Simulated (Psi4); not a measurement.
# doublet [BF3]+ at 4 levels

Wanted: a comparison of 4 runs (U-r2SCAN/aug-cc-pVDZ, U-wB97X/aug-cc-pVDZ, UBHLYP/aug-cc-pVDZ, UPBE0/aug-cc-pVDZ) of doublet [BF3]+. 

Program for the calculation: Psi4 1.11.

1 further run of the same task is left out (it didn't finish).

### 1 Starting point

[BF3]+: 4 atoms, total charge +1, spin state doublet. SMILES of the parent species: `FB(F)F`. Geometry: relaxed at PBE0-D4/def2-TZVP. That shape belongs to the parent species and isn't relaxed for this state.

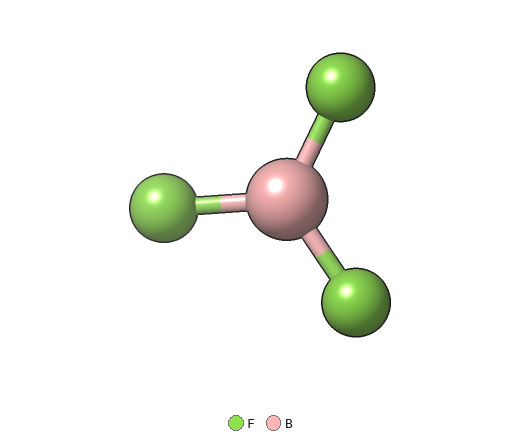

The structure, seen from a chosen angle (fluorine green, boron pink).

### 2 A single-point energy at U-r2SCAN/aug-cc-pVDZ (run 1)

bf3.xyz

```xyz
4
BF3
F      0.543870     0.210740     1.174280
B      0.000020     0.000000     0.000010
F     -0.265170    -1.223510    -0.389620
F     -0.278730     1.012770    -0.784660
```

calc.py

```python
import psi4

psi4.set_memory('2200 MB')
psi4.set_num_threads(1)
psi4.set_output_file('psi4.out', False)

with open('bf3.xyz') as f:
    atoms = ''.join(f.readlines()[2:])
m = psi4.geometry('1 2\n' + atoms + 'symmetry c1')

psi4.set_options({
    'reference': 'uks',
    'puream': True,
    'e_convergence': 1e-09,
    'd_convergence': 1e-08,
    'scf_type': 'pk',
    'dft_radial_points': 99,
    'dft_spherical_points': 590,
    'maxiter': 100,
})

e, wfn = psi4.energy("r2scan/aug-cc-pVDZ", molecule=m, return_wfn=True)
psi4.oeprop(wfn, "LOWDIN_CHARGES", "MULLIKEN_CHARGES", "MAYER_INDICES", title="R2SCAN")
print(f'r2scan/aug-cc-pVDZ energy: {e:.10f} Eh')
```

On the command line:

```
$ python calc.py
```

psi4.out:

```text
[...]
  Running in c1 symmetry.
[...]
  Nuclear repulsion =  111.109146270774374
[...]
  Multiplicity = 2
[...]
  Nalpha       = 16
  Nbeta        = 15
[...]
    Number of basis functions: 92
[...]
   @UKS iter   1:  -323.88966438874826    5.70560e-02   2.68785e-03 ADIIS/DIIS
[...]
   @UKS iter  11:  -323.90725143645022   -2.44427e-12   2.76225e-09 DIIS
[...]
   @S^2 Observed:                7.539706845E-01
[...]
  @UKS Final Energy:  -323.90725143645022
   => Energetics <=
    Nuclear Repulsion Energy =            111.1091462707743744
    One-Electron Energy =                -660.2618070749194885
    Two-Electron Energy =                 260.1693418952721686
    DFT Exchange-Correlation Energy =     -34.9239325275771932
    Empirical Dispersion Energy =           0.0000000000000000
    VV10 Nonlocal Energy =                  0.0000000000000000
    Total Energy =                       -323.9072514364502240
[...]
 Multipole Moments:
 ------------------------------------------------------------------------------------
     Multipole            Electronic (a.u.)      Nuclear  (a.u.)        Total (a.u.)
 ------------------------------------------------------------------------------------
 L = 1.  Multiply by 2.5417464519 to convert [e a0] to [Debye]
 Dipole X            :          0.0000433           -0.0000102            0.0000330
 Dipole Y            :         -0.0000083            0.0000000           -0.0000083
 Dipole Z            :         -0.0000248           -0.0000034           -0.0000282
 Magnitude           :                                                    0.0000442
[...]
```

The script printed:

```text
r2scan/aug-cc-pVDZ energy: -323.9072514365 Eh
```

Wall time 69 s (1 thread of Intel Xeon at 2.50GHz (Skylake/Cascade Lake), shared host); peak memory 1.1 GiB.

### 3 Energy and forces at U-wB97X/aug-cc-pVDZ (run 2)

bf3.xyz is that of step 2.

bf3_ase.py

```python
import numpy as np
from ase.calculators.psi4 import Psi4
from ase.io import read

mol = read('bf3.xyz')
calc = Psi4(atoms=mol, method='wb97x', basis='aug-cc-pVDZ', memory='2200MB', num_threads=1, charge=1, multiplicity=2, label='calc', reference='uks')
calc.psi4.set_options({'puream': True, 'e_convergence': 1e-09, 'd_convergence': 1e-08, 'scf_type': 'pk', 'dft_radial_points': 99, 'dft_spherical_points': 590, 'maxiter': 100})
mol.calc = calc

forces = mol.get_forces()
print(f'energy: {mol.get_potential_energy():.6f} eV')
print('forces / eV A^-1')
print(np.round(forces, 5))
```

On the command line:

```
$ python bf3_ase.py
```

calc.dat:

```text
[...]
  Running in c1 symmetry.
[...]
  Nuclear repulsion =  111.109146270774374
[...]
  Multiplicity = 2
[...]
  Nalpha       = 16
  Nbeta        = 15
[...]
    Number of basis functions: 92
[...]
   @UKS iter   1:  -323.90955789159352   -1.56624e-01   3.12454e-03 ADIIS/DIIS
[...]
   @UKS iter  10:  -323.94625143630481   -7.57723e-11   8.24018e-09 DIIS
[...]
   @S^2 Observed:                7.564820153E-01
[...]
  @UKS Final Energy:  -323.94625143630481
   => Energetics <=
    Nuclear Repulsion Energy =            111.1091462707743744
    One-Electron Energy =                -660.1489283175201308
    Two-Electron Energy =                 250.5410126879602899
    DFT Exchange-Correlation Energy =     -25.4474820775192754
    Empirical Dispersion Energy =           0.0000000000000000
    VV10 Nonlocal Energy =                  0.0000000000000000
    Total Energy =                       -323.9462514363048058
[...]
  -Total Gradient:
     Atom            X                  Y                   Z
    ------   -----------------  -----------------  -----------------
       1       -0.005011695518    -0.001940653220    -0.010817132389
       2        0.000000642010    -0.000001338856    -0.000009523779
       3        0.002449466498     0.011271042751     0.003608025511
       4        0.002562398837    -0.009340102263     0.007222233127
[...]
```

Standard output:

```text
energy: -8815.026499 eV
forces / eV A^-1
[[ 2.5771e-01  9.9790e-02  5.5624e-01]
 [-3.0000e-05  7.0000e-05  4.9000e-04]
 [-1.2596e-01 -5.7958e-01 -1.8553e-01]
 [-1.3176e-01  4.8029e-01 -3.7138e-01]]
```

Wall time 58 s (1 thread of Intel Xeon at 2.50GHz (Skylake/Cascade Lake), shared host); peak memory 1 GiB.

### 4 Energy and forces at UBHLYP/aug-cc-pVDZ (run 3)

input.inp

```
memory 2200 MB

molecule {
  1 2
  F
  B 1 R2
  F 2 R3 1 A3
  F 2 R4 1 A4 3 D4

  R2 = 1.311142
  R3 = 1.31115
  A3 = 120.00173
  R4 = 1.311149
  A4 = 120.00116
  D4 = 179.99649
  units angstrom
  symmetry c1
}

set {
  basis aug-cc-pVDZ
  reference uks
  puream true
  e_convergence 1e-09
  d_convergence 1e-08
  scf_type pk
  dft_radial_points 99
  dft_spherical_points 590
  maxiter 100
}

result, w = gradient('bhhlyp', return_wfn=True)
oeprop(w, 'WIBERG_LOWDIN_INDICES', 'LOWDIN_CHARGES', 'MULLIKEN_CHARGES', title='BHHLYP')
print_variables()
```

On the command line:

```
$ psi4 -n 1 input.inp input.out
```

input.out:

```text
[...]
  Running in c1 symmetry.
[...]
  Nuclear repulsion =  111.109151371812246
[...]
  Multiplicity = 2
[...]
  Nalpha       = 16
  Nbeta        = 15
[...]
    Number of basis functions: 92
[...]
   @UKS iter   1:  -323.85760836033688   -1.03954e-01   2.93525e-03 DIIS/ADIIS
[...]
   @UKS iter  14:  -323.88824341709898   -8.86757e-11   2.97301e-09 DIIS
[...]
   @S^2 Observed:                7.640788138E-01
[...]
  @UKS Final Energy:  -323.88824341709898
   => Energetics <=
    Nuclear Repulsion Energy =            111.1091513718122457
    One-Electron Energy =                -660.1706351903394534
    Two-Electron Energy =                 243.2779714525679822
    DFT Exchange-Correlation Energy =     -18.1047310511397015
    Empirical Dispersion Energy =           0.0000000000000000
    VV10 Nonlocal Energy =                  0.0000000000000000
    Total Energy =                       -323.8882434170989768
[...]
  -Total Gradient:
     Atom            X                  Y                   Z
    ------   -----------------  -----------------  -----------------
       1        0.000001813340    -0.000002196573    -0.000828475012
       2       -0.000005485327     0.000005744542     0.000066530070
       3        0.000001815160    -0.000690217397     0.000371312308
       4        0.000001859994     0.000680893163     0.000391796288
[...]
```

Wall time 43 s (1 thread of Intel Xeon at 2.50GHz (Skylake/Cascade Lake), shared host); peak memory 0.93 GiB.

### 5 Energy and forces at UPBE0/aug-cc-pVDZ (run 4)

bf3.py

```python
import psi4

psi4.set_memory(2200000000)
psi4.set_num_threads(1)
psi4.core.set_output_file('psi4.out', False)

mol = psi4.geometry("""
1 2
F      0.543870     0.210740     1.174280
B      0.000020     0.000000     0.000010
F     -0.265170    -1.223510    -0.389620
F     -0.278730     1.012770    -0.784660
symmetry c1
""")

psi4.set_options({
    'basis': 'aug-cc-pVDZ',
    'reference': 'uks',
    'puream': True,
    'e_convergence': 1e-09,
    'd_convergence': 1e-08,
    'scf_type': 'pk',
    'dft_radial_points': 99,
    'dft_spherical_points': 590,
    'maxiter': 100,
})

energy_value, wavefunction = psi4.gradient('pbe0', return_wfn=True)
psi4.oeprop(wavefunction, 'DIPOLE', 'MAYER_INDICES', 'QUADRUPOLE')
print('gradient / Eh bohr^-1')
print(energy_value.np.round(6))
print(f'energy = {wavefunction.energy():.10f} Eh')
for k, v in sorted(psi4.core.scalar_variables().items()):
    print(f'{k:45s} {v:18.10f}')
```

On the command line:

```
$ python bf3.py
```

psi4.out:

```text
[...]
  Running in c1 symmetry.
[...]
  Nuclear repulsion =  111.109146270774374
[...]
  Multiplicity = 2
[...]
  Nalpha       = 16
  Nbeta        = 15
[...]
    Number of basis functions: 92
[...]
   @UKS iter   1:  -323.69280913405765   -4.84923e-03   2.51012e-03 ADIIS/DIIS
[...]
   @UKS iter  11:  -323.71119211922019   -1.03455e-11   4.13715e-09 DIIS
[...]
   @S^2 Observed:                7.564967607E-01
[...]
  @UKS Final Energy:  -323.71119211922019
   => Energetics <=
    Nuclear Repulsion Energy =            111.1091462707743744
    One-Electron Energy =                -660.1605691513216243
    Two-Electron Energy =                 251.6568938614129820
    DFT Exchange-Correlation Energy =     -26.3166631000858757
    Empirical Dispersion Energy =           0.0000000000000000
    VV10 Nonlocal Energy =                  0.0000000000000000
    Total Energy =                       -323.7111921192201862
[...]
  -Total Gradient:
     Atom            X                  Y                   Z
    ------   -----------------  -----------------  -----------------
       1       -0.004772343314    -0.001849609789    -0.010299928223
       2        0.000001847595     0.000000030426    -0.000007505038
       3        0.002332971314     0.010733403730     0.003437021143
       4        0.002437583173    -0.008894003248     0.006872218704
[...]
```

The script printed:

```text
gradient / Eh bohr^-1
[[-4.7720e-03 -1.8500e-03 -1.0300e-02]
 [ 2.0000e-06  0.0000e+00 -8.0000e-06]
 [ 2.3330e-03  1.0733e-02  3.4370e-03]
 [ 2.4380e-03 -8.8940e-03  6.8720e-03]]
energy = -323.7111921192 Eh
CURRENT ENERGY                                   -323.7111921192
CURRENT REFERENCE ENERGY                         -323.7111921192
DD SOLVATION ENERGY                                 0.0000000000
DFT FUNCTIONAL TOTAL ENERGY                      -323.7111921192
DFT TOTAL ENERGY                                 -323.7111921192
DFT VV10 ENERGY                                     0.0000000000
DFT XC ENERGY                                     -26.3166631001
GRID ELECTRONS ALPHA                               15.9999999340
GRID ELECTRONS BETA                                14.9999999560
GRID ELECTRONS TOTAL                               30.9999998900
NUCLEAR REPULSION ENERGY                          111.1091462708
ONE-ELECTRON ENERGY                              -660.1605691513
PCM POLARIZATION ENERGY                             0.0000000000
PE ENERGY                                           0.0000000000
SCF ITERATION ENERGY                             -323.7111921192
SCF ITERATIONS                                     11.0000000000
SCF TOTAL ENERGY                                 -323.7111921192
TWO-ELECTRON ENERGY                               251.6568938614
XC GRID RADIAL POINTS                              99.0000000000
XC GRID SPHERICAL POINTS                          590.0000000000
XC GRID TOTAL POINTS                           228524.0000000000
```

It took 49 s on 1 thread of Intel Xeon at 2.50GHz (Skylake/Cascade Lake), shared host; peak memory 0.93 GiB.

### 6 Overview of the runs

```tsv
run	level	task	energy (Eh)	HOMO energy (eV)	LUMO energy (eV)	⟨S²⟩	wall time
1	U-r2SCAN/aug-cc-pVDZ	energy	-323.907251	-20.35	-19.12	0.754	69 s
2	U-wB97X/aug-cc-pVDZ	gradient	-323.946251	-23.77	-16.43	0.756	58 s
3	UBHLYP/aug-cc-pVDZ	gradient	-323.888243	-22.53	-17.68	0.764	43 s
4	UPBE0/aug-cc-pVDZ	gradient	-323.711192	-21.39	-18.40	0.756	49 s
```

### 7 Outcome

```
                                 quantity          value
                      run 4: total energy  -323.71119 Eh
run 4: HOMO energy (highest over α and β)      -21.39 eV
 run 4: LUMO energy (lowest over α and β)      -18.40 eV
                              run 4: ⟨S²⟩          0.756
          run 4: largest force on an atom     0.592 eV/Å
```

What this shows: Totals of different functionals can't be ranked against each other. All runs together took 3.6 min, the longest 69 s.
